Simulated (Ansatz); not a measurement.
C$_{3}$H$_{5}$ClO$_{2}$: several calculations on one system

### Relaxation

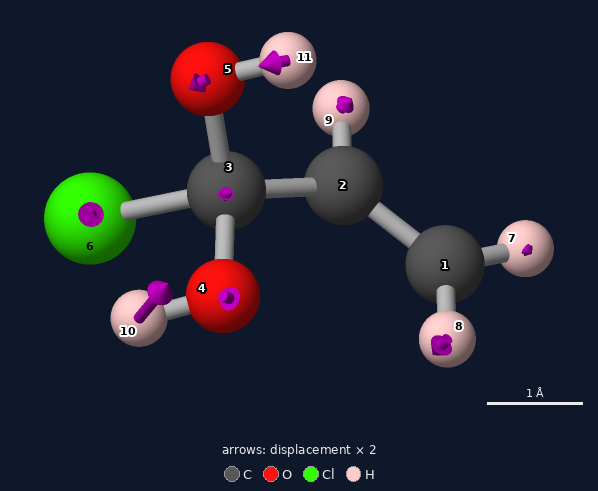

A relaxation of C₃H₅ClO₂. The starting structure is drawn; purple arrows show the displacements, magnified 2 times. The two geometries are superimposed by the best rigid fit.

The picture is a ball-and-stick view, seen at a tilt.

The run prepares an end point of a later path (hydrogen shift) calculation, from a guessed geometry.

Level of theory: Ansatz, RKS B3LYP-D4/def2-SVP.

The input:
```yaml
crystal:
  periodic: [false, false, false]
  atoms:
    - { symbol: C, position_ang: [-0.4407, -1.6141, -0.5425] }
    - { symbol: C, position_ang: [-0.3546, -0.6533, 0.4137] }
    - { symbol: C, position_ang: [0.3025, 0.6766, 0.2964] }
    - { symbol: O, position_ang: [0.9477, 0.904, -0.9707] }
    - { symbol: O, position_ang: [-0.5821, 1.6962, 0.5563] }
    - { symbol: Cl, position_ang: [1.6591, 0.795, 1.4702] }
    - { symbol: H, position_ang: [-0.9801, -2.5025, -0.3628] }
    - { symbol: H, position_ang: [-0.0462, -1.393, -1.5571] }
    - { symbol: H, position_ang: [-0.7724, -0.8531, 1.4338] }
    - { symbol: H, position_ang: [1.6857, 1.3922, -0.7453] }
    - { symbol: H, position_ang: [-1.3536, 1.495, 0.0284] }
basis:
  gaussian: { orbitals: def2-SVP }
hamiltonian:
  xc: b3lyp
  dispersion: d4
relax:
  f_tol: 0.02
  max_steps: 50
```

Command:
```bash
ansatz run input.yaml --threads 2 --pin off --max-ram 3072MiB --backend cpu --events-out ev --progress --plain --runs-dir out
```

Atoms of which element are displaced furthest, and by how much?

Answer. Hydrogen: up to 0.44 Å, against 0.18 Å for chlorine.

Describe the change and its energy.

Answer. The largest move after the best rigid fit is that of H10, 0.44 Å. By element the largest moves are H 0.44 Å, Cl 0.18 Å, O 0.16 Å, C 0.07 Å. Some distances before and after: C3–O4 1.440 → 1.372 Å, O4–H10 0.913 → 0.969 Å, C3–Cl6 1.798 → 1.848 Å, C1–H7 1.055 → 1.093 Å. Among the angles between lasting bonds that change: O4–C3–Cl6 103.1° → 109.9°, O5–C3–Cl6 108.3° → 103.6°, C3–O4–H10 103.3° → 107.5°. Groups turn about C3–O4 by about 35°. The energy falls by 9.50 kcal/mol in 11 accepted moves (14 points after the start). Largest force component: 3.5 eV/Å at the start, 0.0052 eV/Å at the end. The line search rejected the trial steps at points 7, 9, 12 of the run. Cost: 37 s on 2 threads of Intel(R) Xeon(R) Platinum 8488C (Sapphire Rapids) (shared host), peak memory 0.28 GiB.

### Relaxation

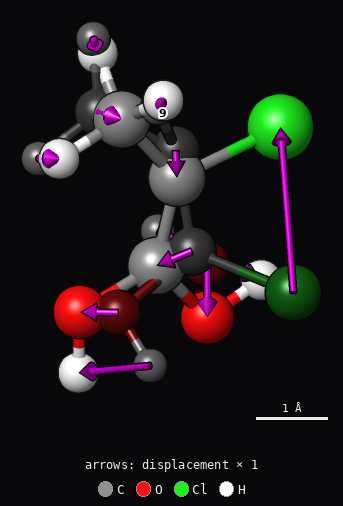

This is a relaxation of C3H5ClO2. The starting structure is drawn faded, the final one solid; purple arrows show the displacements, at their true length. The two geometries are superimposed by the best rigid fit.

A ball-and-stick model, seen from a free direction.

The run prepares an end point of a later path (hydrogen shift) calculation, from a guessed geometry.

The calculation used RKS B3LYP-D4/def2-SVP in Ansatz. Set-up: no spin polarisation; force threshold 0.02 eV/Å; at most 50 steps.

> Which element moves most?

Chlorine: up to 2.67 Å, against 1.72 Å for hydrogen.

> What happened in the run?

The Cl atom moves most after the best rigid fit: 2.67 Å. Largest moves by element: Cl 2.67 Å, H 1.72 Å, O 0.85 Å, C 0.55 Å. Some distances before and after: Cl–O 2.545 → 3.946 Å, C–Cl 2.696 → 1.773 Å, C–Cl 1.798 → 2.662 Å, C–H 1.455 → 2.158 Å. New bonds form, among them: C–Cl (2.70 → 1.77 Å). Bonds break, among them: C–Cl (1.80 → 2.66 Å). Among the angles between lasting bonds that change: C–C–H 72.0° → 111.7°, H–C–H 85.9° → 107.4°, C–C–O 111.3° → 125.7°. Over 24 accepted moves (26 points after the start) the energy falls by 104.6 kcal/mol. Largest force component: 3.5 eV/Å at the start, 0.017 eV/Å at the end. The line search rejected the trial steps at points 21, 23 of the run. The forces were under the threshold at step 24, but the run went on from there.

### Path

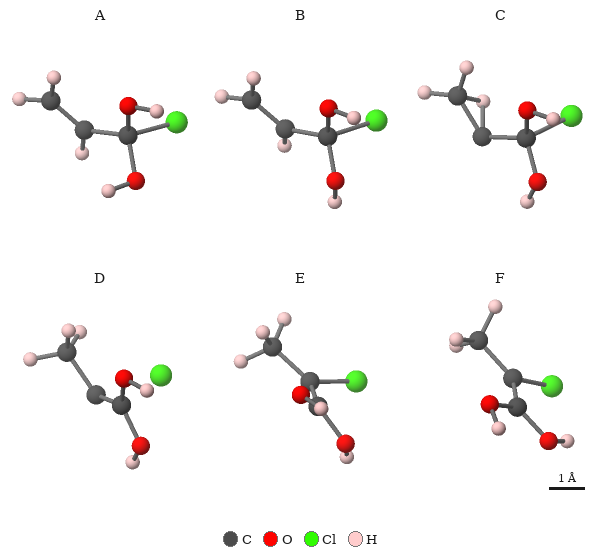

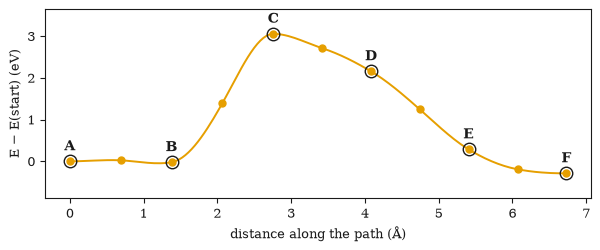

NEB run on C$_{3}$H$_{5}$ClO$_{2}$. Images are numbered from 0 (start) to 10 (end). Frames A to F are images 0, 2, 4, 6, 8, 10. A ball-and-stick model, seen from a free direction.

Method: RKS B3LYP-D4/def2-SVP in Ansatz. Settings: 9 movable images; climbing image; force threshold 0.03 eV/Å; iteration limit 51; starting path through a guess of the saddle point.

Q: Describe the mechanism and the energy profile.

A: The highest point, image 4, lies 3.06 eV above the start and 3.35 eV above the end; the end is at −0.29 eV relative to the start. The path has more than one stage, and so few images may leave a stage unresolved. Breaking: C–H (1.09 → 2.16 Å), C–Cl (1.85 → 2.66 Å). Forming: C–H (2.13 → 1.10 Å), C–Cl (2.72 → 1.77 Å). The band converged in 18 iterations. The largest component of the band force went from 57 to 0.027 eV/Å. The climbing image converged on the top of the path. Its vibrational analysis gives one imaginary mode (889i cm⁻¹), as a transition state must have.
